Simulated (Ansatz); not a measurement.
## Geometry relaxation of CuSi$_{16}$ (charge +1) (part 3 of 4)

Continued. System: CuSi$_{16}$ (defect cell, 17 atoms in the cell, total charge +1). Method: DFT PBE, scalar-relativistic, plane waves, PAW, PAW set soft_1, no spin polarisation (Ansatz 0.2.0); cutoff 420 eV, 2×2×2 k-mesh, Gaussian smearing of 0.02 eV. It belongs to a series of runs on one base structure; here: end point B relaxed.

Geometry of the input (Å; fractional positions):
```
0.0000  5.4300  5.4300
5.4300  0.0000  5.4300
5.4300  5.4300  0.0000
Si 0.0000  0.0000  0.0000
Si 0.1250  0.1250  0.1250
Si -0.0000  0.0000  0.5000
Si 0.1250  0.1250  0.6250
Si -0.0000  0.5000  0.0000
Si 0.1250  0.6250  0.1250
Si -0.0000  0.5000  0.5000
Si 0.1250  0.6250  0.6250
Si 0.5000  -0.0000  0.0000
Si 0.6250  0.1250  0.1250
Si 0.5000  0.0000  0.5000
Si 0.6250  0.1250  0.6250
Si 0.5000  0.5000  0.0000
Si 0.6250  0.6250  0.1250
Si 0.5000  0.5000  0.5000
Si 0.6250  0.6250  0.6250
Cu 0.3080  0.8096  0.3221
```

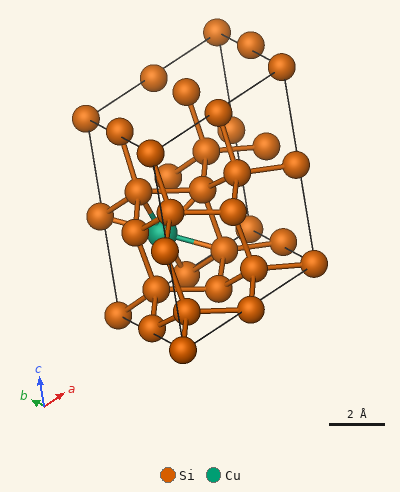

Figure 1. The geometry at step 11 of the log (ball-and-stick view of the cell of the calculation, seen slightly off an axis).

Trajectory as extended XYZ, continued:
```
17
Lattice="0.0000 5.4300 5.4300 5.4300 0.0000 5.4300 5.4300 5.4300 0.0000" Properties=species:S:1:pos:R:3:forces:R:3 step=4 energy=-16802.50680
Si    0.0492   -0.0121    0.0467    0.0074   0.0041   0.0067
Si    1.4150    1.2834    1.4120    0.0002  -0.0267  -0.0009
Si    2.7935    2.6570   -0.0613    0.0242   0.0118   0.0072
Si    4.0876    4.0229    1.3060   -0.0046  -0.0078  -0.0053
Si    2.8579    0.1422    2.8513    0.0181   0.0174   0.0090
Si    4.2047    1.4891    4.2004   -0.0224  -0.0229  -0.0243
Si    5.4816    2.7663    2.7012    0.0067   0.0068   0.0035
Si    6.8484    4.1330    3.9950   -0.0104  -0.0107  -0.0280
Si   -0.0542    2.6604    2.7897   -0.0031  -0.0036   0.0275
Si    1.3113    4.0260    4.0850   -0.0072  -0.0072  -0.0053
Si    2.5848    5.2993    2.5801    0.0259   0.0256   0.0212
Si    3.9333    6.6476    3.9268   -0.0141  -0.0152  -0.0203
Si    2.7033    2.7636    5.4763    0.0042   0.0075   0.0066
Si    3.9989    4.1292    6.8416   -0.0274   0.0016   0.0008
Si    5.3728    5.5081    5.3691    0.0107   0.0239   0.0056
Si    6.7386    6.8024    6.7363   -0.0079  -0.0046  -0.0054
Cu    6.1187    3.4030    6.1126   -0.0002  -0.0001   0.0013
17
Lattice="0.0000 5.4300 5.4300 5.4300 0.0000 5.4300 5.4300 5.4300 0.0000" Properties=species:S:1:pos:R:3:forces:R:3 step=5 energy=-16802.50680
Si    0.0492   -0.0121    0.0467    0.0074   0.0041   0.0067
Si    1.4150    1.2834    1.4120    0.0002  -0.0267  -0.0009
Si    2.7935    2.6570   -0.0613    0.0242   0.0118   0.0072
Si    4.0876    4.0229    1.3060   -0.0045  -0.0078  -0.0053
Si    2.8579    0.1422    2.8513    0.0181   0.0175   0.0090
Si    4.2047    1.4891    4.2004   -0.0224  -0.0229  -0.0243
Si    5.4816    2.7663    2.7012    0.0067   0.0068   0.0035
Si    6.8484    4.1330    3.9950   -0.0104  -0.0107  -0.0280
Si   -0.0542    2.6604    2.7897   -0.0031  -0.0036   0.0275
Si    1.3113    4.0260    4.0850   -0.0072  -0.0072  -0.0053
Si    2.5848    5.2993    2.5801    0.0259   0.0256   0.0212
Si    3.9333    6.6476    3.9268   -0.0141  -0.0152  -0.0203
Si    2.7033    2.7636    5.4763    0.0042   0.0075   0.0066
Si    3.9989    4.1292    6.8416   -0.0274   0.0016   0.0008
Si    5.3728    5.5081    5.3691    0.0107   0.0238   0.0056
Si    6.7386    6.8024    6.7363   -0.0079  -0.0046  -0.0054
Cu    6.1187    3.4030    6.1126   -0.0002  -0.0001   0.0013
17
Lattice="0.0000 5.4300 5.4300 5.4300 0.0000 5.4300 5.4300 5.4300 0.0000" Properties=species:S:1:pos:R:3:forces:R:3 step=6 energy=-16802.50727
Si    0.0560   -0.0167    0.0467   -0.0175   0.0093   0.0142
Si    1.4072    1.2873    1.4216    0.0244  -0.0132  -0.0298
Si    2.7905    2.6657   -0.0715    0.0073  -0.0031   0.0295
Si    4.0912    4.0166    1.3070   -0.0080   0.0111  -0.0076
Si    2.8595    0.1442    2.8478    0.0012   0.0137   0.0031
Si    4.2010    1.4843    4.2089   -0.0197  -0.0325  -0.0046
Si    5.4753    2.7606    2.7095   -0.0132  -0.0016  -0.0073
Si    6.8475    4.1306    3.9881    0.0453   0.0298  -0.0531
Si   -0.0534    2.6628    2.7966   -0.0576  -0.0429   0.0489
Si    1.3176    4.0317    4.0768    0.0149   0.0036   0.0026
Si    2.5885    5.3041    2.5715    0.0224   0.0340   0.0004
Si    3.9318    6.6456    3.9304    0.0010  -0.0133  -0.0162
Si    2.6997    2.7699    5.4753    0.0047  -0.0089   0.0113
Si    4.0019    4.1204    6.8518   -0.0147   0.0188  -0.0197
Si    5.3805    5.5042    5.3596   -0.0116   0.0059   0.0360
Si    6.7318    6.8071    6.7363    0.0190  -0.0130  -0.0112
Cu    6.1187    3.4030    6.1126    0.0020   0.0022   0.0036
17
Lattice="0.0000 5.4300 5.4300 5.4300 0.0000 5.4300 5.4300 5.4300 0.0000" Properties=species:S:1:pos:R:3:forces:R:3 step=7 energy=-16802.50715
Si    0.0498   -0.0125    0.0456    0.0064  -0.0008  -0.0024
Si    1.4139    1.2825    1.4121   -0.0090  -0.0007   0.0014
Si    2.7946    2.6596   -0.0607    0.0016   0.0125  -0.0049
Si    4.0884    4.0238    1.3069    0.0009  -0.0048   0.0026
Si    2.8568    0.1414    2.8500    0.0029   0.0038  -0.0041
Si    4.2015    1.4857    4.1986   -0.0019  -0.0026   0.0028
Si    5.4798    2.7646    2.7017    0.0013   0.0025  -0.0014
Si    6.8470    4.1312    3.9924   -0.0021  -0.0051  -0.0036
Si   -0.0550    2.6599    2.7914    0.0022   0.0047   0.0026
Si    1.3121    4.0265    4.0829   -0.0039  -0.0054   0.0013
Si    2.5882    5.3029    2.5819    0.0022   0.0028  -0.0028
Si    3.9337    6.6478    3.9295   -0.0018  -0.0030   0.0029
Si    2.7032    2.7643    5.4752   -0.0004   0.0075  -0.0024
Si    3.9979    4.1283    6.8421   -0.0014  -0.0105   0.0030
Si    5.3751    5.5089    5.3697    0.0113   0.0007  -0.0037
Si    6.7393    6.8033    6.7369   -0.0041   0.0012   0.0017
Cu    6.1188    3.4031    6.1124   -0.0042  -0.0029   0.0069
17
Lattice="0.0000 5.4300 5.4300 5.4300 0.0000 5.4300 5.4300 5.4300 0.0000" Properties=species:S:1:pos:R:3:forces:R:3 step=8 energy=-16802.50715
Si    0.0498   -0.0125    0.0456    0.0063  -0.0008  -0.0024
Si    1.4139    1.2825    1.4121   -0.0092  -0.0007   0.0015
Si    2.7946    2.6596   -0.0607    0.0016   0.0127  -0.0051
Si    4.0884    4.0238    1.3069    0.0009  -0.0048   0.0027
Si    2.8568    0.1414    2.8500    0.0028   0.0038  -0.0041
Si    4.2015    1.4857    4.1986   -0.0019  -0.0027   0.0029
Si    5.4798    2.7646    2.7017    0.0014   0.0026  -0.0013
Si    6.8470    4.1312    3.9924   -0.0020  -0.0052  -0.0037
Si   -0.0550    2.6599    2.7914    0.0021   0.0047   0.0027
Si    1.3121    4.0265    4.0829   -0.0039  -0.0055   0.0012
Si    2.5882    5.3029    2.5819    0.0023   0.0029  -0.0028
Si    3.9337    6.6478    3.9295   -0.0018  -0.0031   0.0029
Si    2.7032    2.7643    5.4752   -0.0004   0.0075  -0.0025
Si    3.9979    4.1283    6.8421   -0.0014  -0.0106   0.0032
Si    5.3751    5.5089    5.3697    0.0114   0.0007  -0.0038
Si    6.7393    6.8033    6.7369   -0.0040   0.0012   0.0017
Cu    6.1188    3.4031    6.1124   -0.0042  -0.0029   0.0069
17
Lattice="0.0000 5.4300 5.4300 5.4300 0.0000 5.4300 5.4300 5.4300 0.0000" Properties=species:S:1:pos:R:3:forces:R:3 step=9 energy=-16802.50808
Si    0.0540   -0.0172    0.0445   -0.0085  -0.0012  -0.0028
Si    1.4082    1.2849    1.4158    0.0021   0.0118  -0.0049
Si    2.7931    2.6666   -0.0657   -0.0106   0.0144  -0.0122
Si    4.0909    4.0209    1.3090    0.0027  -0.0029   0.0078
Si    2.8579    0.1443    2.8448   -0.0131   0.0027  -0.0042
Si    4.1989    1.4810    4.2041    0.0097  -0.0012   0.0081
Si    5.4757    2.7616    2.7081   -0.0112   0.0054  -0.0002
Si    6.8489    4.1314    3.9874    0.0292  -0.0024  -0.0072
Si   -0.0580    2.6585    2.7961   -0.0260   0.0053   0.0050
Si    1.3156    4.0286    4.0753    0.0110  -0.0058   0.0009
Si    2.5908    5.3077    2.5766   -0.0092   0.0006  -0.0078
Si    3.9321    6.6447    3.9356    0.0126  -0.0028   0.0063
Si    2.7011    2.7684    5.4730   -0.0025   0.0039  -0.0073
Si    3.9994    4.1224    6.8475    0.0103  -0.0154   0.0097
Si    5.3818    5.5065    5.3660   -0.0032  -0.0128   0.0018
Si    6.7363    6.8080    6.7375    0.0081   0.0010   0.0019
Cu    6.1185    3.4029    6.1132   -0.0015  -0.0005   0.0051
17
Lattice="0.0000 5.4300 5.4300 5.4300 0.0000 5.4300 5.4300 5.4300 0.0000" Properties=species:S:1:pos:R:3:forces:R:3 step=10 energy=-16802.50796 accepted=F
Si    0.0583   -0.0248    0.0439   -0.0488   0.0128   0.0318
Si    1.4001    1.2889    1.4201    0.0605   0.0060  -0.0681
Si    2.7910    2.6756   -0.0740   -0.0101  -0.0035   0.0230
Si    4.0920    4.0166    1.3128    0.0013   0.0111  -0.0143
Si    2.8589    0.1499    2.8376   -0.0445   0.0170   0.0047
Si    4.1979    1.4746    4.2108    0.0318  -0.0101   0.0045
Si    5.4707    2.7597    2.7170   -0.0390   0.0163  -0.0171
Si    6.8541    4.1321    3.9809    0.0801  -0.0197  -0.0051
Si   -0.0632    2.6575    2.8026   -0.0761   0.0234   0.0024
Si    1.3209    4.0304    4.0660    0.0383  -0.0178   0.0170
Si    2.5920    5.3143    2.5697   -0.0309   0.0077  -0.0037
Si    3.9308    6.6393    3.9430    0.0432  -0.0174  -0.0020
Si    2.7000    2.7730    5.4695   -0.0007  -0.0070   0.0164
Si    4.0013    4.1140    6.8560    0.0085   0.0016  -0.0238
Si    5.3899    5.5020    5.3612   -0.0638  -0.0091   0.0648
Si    6.7320    6.8152    6.7376    0.0488  -0.0137  -0.0342
Cu    6.1185    3.4030    6.1140    0.0013   0.0023   0.0039
17
Lattice="0.0000 5.4300 5.4300 5.4300 0.0000 5.4300 5.4300 5.4300 0.0000" Properties=species:S:1:pos:R:3:forces:R:3 step=11 energy=-16802.50929
Si    0.0547   -0.0210    0.0449   -0.0257   0.0032   0.0064
Si    1.4051    1.2879    1.4154    0.0359   0.0040  -0.0258
Si    2.7927    2.6709   -0.0701   -0.0026   0.0186  -0.0211
Si    4.0899    4.0196    1.3113   -0.0024  -0.0060   0.0128
Si    2.8568    0.1485    2.8413   -0.0301   0.0255  -0.0077
Si    4.2004    1.4781    4.2063    0.0199  -0.0167   0.0055
Si    5.4733    2.7622    2.7108   -0.0293   0.0200  -0.0063
Si    6.8536    4.1307    3.9846    0.0641  -0.0361  -0.0017
Si   -0.0625    2.6592    2.7990   -0.0629   0.0368  -0.0003
Si    1.3182    4.0278    4.0726    0.0311  -0.0189   0.0046
Si    2.5894    5.3107    2.5744   -0.0195   0.0153  -0.0060
Si    3.9330    6.6408    3.9392    0.0287  -0.0263   0.0073
Si    2.7022    2.7699    5.4710    0.0015   0.0078  -0.0102
Si    3.9996    4.1185    6.8519    0.0010  -0.0177   0.0227
Si    5.3848    5.5031    5.3657   -0.0369  -0.0069   0.0247
Si    6.7355    6.8116    6.7366    0.0250  -0.0054  -0.0069
Cu    6.1184    3.4029    6.1140    0.0021   0.0027   0.0018
17
Lattice="0.0000 5.4300 5.4300 5.4300 0.0000 5.4300 5.4300 5.4300 0.0000" Properties=species:S:1:pos:R:3:forces:R:3 step=12 energy=-16802.51035
Si    0.0580   -0.0411    0.0478   -0.0372   0.0397   0.0338
Si    1.3927    1.2967    1.4134    0.0728  -0.0205  -0.0885
Si    2.7934    2.6851   -0.0873    0.0183  -0.0879   0.0558
Si    4.0802    4.0158    1.3232   -0.0144   0.0625  -0.0349
Si    2.8513    0.1655    2.8290   -0.0180   0.0092  -0.0101
Si    4.2102    1.4629    4.2116   -0.0007   0.0006   0.0141
Si    5.4643    2.7672    2.7203   -0.0067  -0.0320  -0.0468
Si    6.8693    4.1269    3.9759    0.0455   0.0237   0.0066
Si   -0.0783    2.6620    2.8077   -0.0455  -0.0211  -0.0122
Si    1.3282    4.0215    4.0622    0.0091   0.0341   0.0422
Si    2.5797    5.3263    2.5689   -0.0020  -0.0025  -0.0158
Si    3.9371    6.6248    3.9520    0.0144  -0.0119   0.0089
Si    2.7129    2.7748    5.4605    0.0107  -0.0599   0.0364
Si    3.9989    4.1064    6.8702   -0.0245   0.0849  -0.0499
Si    5.3969    5.4932    5.3655   -0.0732   0.0144   0.0935
Si    6.7322    6.8303    6.7316    0.0409  -0.0421  -0.0299
Cu    6.1183    3.4033    6.1164    0.0106   0.0089  -0.0031
17
Lattice="0.0000 5.4300 5.4300 5.4300 0.0000 5.4300 5.4300 5.4300 0.0000" Properties=species:S:1:pos:R:3:forces:R:3 step=13 energy=-16802.51381
Si    0.0542   -0.0295    0.0459   -0.0365   0.0128   0.0104
Si    1.4001    1.2943    1.4095    0.0586  -0.0125  -0.0368
Si    2.7968    2.6758   -0.0802   -0.0057  -0.0074  -0.0021
Si    4.0831    4.0198    1.3177   -0.0028   0.0101   0.0022
Si    2.8503    0.1616    2.8348   -0.0330   0.0177  -0.0101
Si    4.2072    1.4718    4.2064    0.0166  -0.0105   0.0118
Si    5.4706    2.7665    2.7122   -0.0318   0.0081  -0.0187
Si    6.8648    4.1268    3.9822    0.0703  -0.0240  -0.0010
Si   -0.0738    2.6624    2.8015   -0.0699   0.0262  -0.0056
Si    1.3216    4.0227    4.0704    0.0335  -0.0065   0.0160
Si    2.5827    5.3173    2.5741   -0.0169   0.0080  -0.0116
Si    3.9385    6.6283    3.9461    0.0316  -0.0194   0.0091
Si    2.7095    2.7704    5.4655    0.0008  -0.0063   0.0002
Si    3.9953    4.1151    6.8627    0.0028   0.0041   0.0062
Si    5.3899    5.4958    5.3701   -0.0629   0.0081   0.0393
Si    6.7361    6.8192    6.7344    0.0377  -0.0157  -0.0100
Cu    6.1184    3.4032    6.1156    0.0076   0.0070   0.0006
17
Lattice="0.0000 5.4300 5.4300 5.4300 0.0000 5.4300 5.4300 5.4300 0.0000" Properties=species:S:1:pos:R:3:forces:R:3 step=14 energy=-16802.51563
Si    0.0506   -0.0287    0.0450   -0.0100  -0.0012   0.0064
Si    1.4022    1.2957    1.4029    0.0180  -0.0019  -0.0211
Si    2.8014    2.6727   -0.0831   -0.0129   0.0006   0.0022
Si    4.0795    4.0221    1.3185    0.0034  -0.0006  -0.0035
Si    2.8449    0.1678    2.8346   -0.0172  -0.0002   0.0077
Si    4.2100    1.4733    4.2037    0.0067   0.0002   0.0001
Si    5.4718    2.7694    2.7078   -0.0083   0.0052   0.0021
Si    6.8704    4.1234    3.9845    0.0299  -0.0114  -0.0126
Si   -0.0794    2.6657    2.7986   -0.0316   0.0111   0.0095
Si    1.3205    4.0196    4.0742    0.0097  -0.0034  -0.0024
Si    2.5798    5.3158    2.5769   -0.0066  -0.0013   0.0009
Si    3.9436    6.6222    3.9465    0.0172  -0.0003  -0.0074
Si    2.7129    2.7686    5.4650   -0.0040   0.0011   0.0042
Si    3.9905    4.1185    6.8661    0.0109  -0.0051  -0.0018
Si    5.3877    5.4940    5.3765   -0.0237  -0.0003   0.0216
Si    6.7399    6.8177    6.7350    0.0094   0.0000  -0.0068
Cu    6.1190    3.4038    6.1162    0.0092   0.0073   0.0009
17
Lattice="0.0000 5.4300 5.4300 5.4300 0.0000 5.4300 5.4300 5.4300 0.0000" Properties=species:S:1:pos:R:3:forces:R:3 step=15 energy=-16802.51595
Si    0.0487   -0.0292    0.0443    0.0010   0.0008  -0.0005
Si    1.4030    1.2963    1.3985   -0.0045  -0.0041   0.0000
Si    2.8022    2.6704   -0.0849    0.0030  -0.0034  -0.0027
Si    4.0785    4.0212    1.3177    0.0006  -0.0005   0.0004
Si    2.8415    0.1706    2.8353    0.0014   0.0030   0.0023
Si    4.2104    1.4747    4.2033   -0.0028  -0.0026  -0.0006
Si    5.4723    2.7708    2.7072   -0.0002  -0.0016   0.0027
Si    6.8738    4.1214    3.9848   -0.0033  -0.0011  -0.0022
Si   -0.0826    2.6680    2.7981    0.0022   0.0004  -0.0015
Si    1.3203    4.0184    4.0749    0.0010   0.0025  -0.0022
Si    2.5793    5.3143    2.5773    0.0020   0.0020   0.0004
Si    3.9470    6.6195    3.9453   -0.0012  -0.0028  -0.0029
Si    2.7134    2.7690    5.4660   -0.0005  -0.0001  -0.0003
Si    3.9895    4.1202    6.8680   -0.0040  -0.0005   0.0013
Si    5.3862    5.4931    5.3807   -0.0008   0.0023  -0.0002
Si    6.7412    6.8177    6.7357   -0.0014  -0.0006   0.0006
Cu    6.1205    3.4051    6.1167    0.0075   0.0063   0.0053
17
Lattice="0.0000 5.4300 5.4300 5.4300 0.0000 5.4300 5.4300 5.4300 0.0000" Properties=species:S:1:pos:R:3:forces:R:3 step=16 energy=-16802.51599
Si    0.0485   -0.0296    0.0439    0.0019  -0.0014  -0.0005
Si    1.4026    1.2960    1.3978   -0.0021   0.0005  -0.0014
Si    2.8031    2.6692   -0.0858   -0.0044  -0.0011   0.0001
Si    4.0790    4.0201    1.3173   -0.0006  -0.0012   0.0001
Si    2.8403    0.1710    2.8360   -0.0002  -0.0019  -0.0007
Si    4.2091    1.4742    4.2042   -0.0011   0.0006   0.0003
Si    5.4715    2.7699    2.7083    0.0023   0.0011  -0.0001
Si    6.8737    4.1207    3.9851   -0.0028  -0.0010  -0.0015
Si   -0.0822    2.6689    2.7977    0.0011  -0.0009  -0.0008
Si    1.3211    4.0194    4.0741   -0.0011   0.0002   0.0005
Si    2.5801    5.3144    2.5761    0.0007  -0.0015  -0.0007
Si    3.9482    6.6189    3.9439    0.0000   0.0015   0.0005
Si    2.7127    2.7696    5.4664    0.0004   0.0014   0.0005
Si    3.9888    4.1208    6.8687    0.0018  -0.0006  -0.0023
Si    5.3858    5.4934    5.3814   -0.0013  -0.0039  -0.0009
Si    6.7408    6.8179    6.7361   -0.0023   0.0008   0.0005
Cu    6.1220    3.4064    6.1178    0.0080   0.0073   0.0064
17
Lattice="0.0000 5.4300 5.4300 5.4300 0.0000 5.4300 5.4300 5.4300 0.0000" Properties=species:S:1:pos:R:3:forces:R:3 step=17 energy=-16802.51621
Si    0.0476   -0.0304    0.0431   -0.0005  -0.0018  -0.0018
Si    1.4015    1.2960    1.3962    0.0007  -0.0029  -0.0003
Si    2.8036    2.6668   -0.0876   -0.0119   0.0014   0.0023
Si    4.0791    4.0178    1.3161    0.0004   0.0029   0.0027
Si    2.8377    0.1706    2.8358   -0.0004  -0.0045  -0.0028
Si    4.2064    1.4729    4.2047    0.0006   0.0000  -0.0010
Si    5.4701    2.7685    2.7095    0.0036   0.0028  -0.0025
Si    6.8726    4.1193    3.9856   -0.0002   0.0029  -0.0049
Si   -0.0815    2.6699    2.7978    0.0002  -0.0034  -0.0042
Si    1.3223    4.0206    4.0732    0.0000   0.0005   0.0039
Si    2.5809    5.3140    2.5736   -0.0029  -0.0056  -0.0016
Si    3.9491    6.6178    3.9412   -0.0001   0.0036   0.0026
Si    2.7119    2.7703    5.4672    0.0009   0.0013   0.0013
Si    3.9889    4.1211    6.8692   -0.0009   0.0015  -0.0026
Si    5.3845    5.4937    5.3816   -0.0013  -0.0116  -0.0048
Si    6.7397    6.8179    6.7361    0.0000   0.0010   0.0009
Cu    6.1308    3.4146    6.1257    0.0118   0.0119   0.0130
```
